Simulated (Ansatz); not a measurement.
**A family of molecules: the HOMO–LUMO gap**

One atom is swapped for its congeners: CH2Cl2 (dichloromethane) `ClCCl`; SiH2Cl2 (dichlorosilane (DCS)) `Cl[SiH2]Cl`; GeH2Cl2 (dichlorogermane) `[Cl][GeH2][Cl]`; SnH2Cl2 `[Cl][SnH2][Cl]`. All are singlets with charge 0.

Shapes, held fixed at every level: PBE0-D4/def2-TZVP. Programs: Ansatz 0.2.0. Values in eV.

```
               level  CH2Cl2  SiH2Cl2  GeH2Cl2  SnH2Cl2
    SPW92/def2-TZVPP    6.06     6.63     5.78     5.12
r2SCAN-D4/def2-TZVPP    6.70     7.59     6.62     5.89
 B3LYP-D4/def2-TZVPP    8.14     8.69     7.75     7.00
 BHLYP-D4/def2-TZVPP   11.12    11.41    10.58     9.75
  PBE0-D4/def2-TZVPP    8.69     9.15     8.32     7.57
  wB97M-V/def2-TZVPP   13.12    13.26    12.55    11.72
```

At wB97M-V/def2-TZVPP the HOMO–LUMO gap isn't monotonic: it is largest for Si and smallest for Sn (13.26 and 11.72 eV). Every level shows the same order. For atoms past krypton def2 sets carry core potentials with scalar relativity. Relativity is left out for Ge unless named. Orbital gaps aren't excitation energies, and the LUMO depends on the basis.

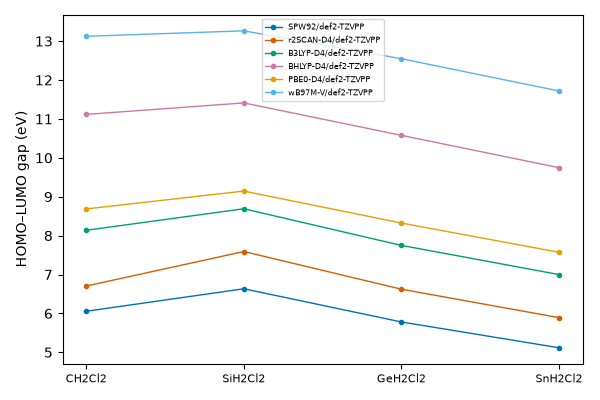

The trend along the series, level by level.
